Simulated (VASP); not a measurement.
Band structure of InAs (zinc blende). These are modified Becke-Johnson potential (mBJ), VASP's PBE PAW potentials (set 64) (plane waves; VASP) values and carry that method's errors.

mBJ is a potential without an energy functional, so only the levels count. Unless said otherwise, spin-orbit coupling is left out, though it shifts the bands of the heavy elements here.

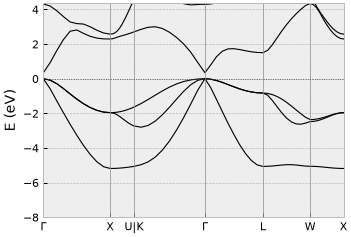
Bands along high-symmetry lines, zero at the valence-band maximum or, without a gap, the Fermi level

Question: Read the plot: is there a gap, and where are the band edges?

Answer: The gap is direct, 0.35 eV, from the valence maximum at Γ to the conduction minimum at Γ.

The compound is InAs in the zinc blende structure. It was relaxed first, which changed the volume by +7 %. The cell's shape comes from a PBE relaxation.
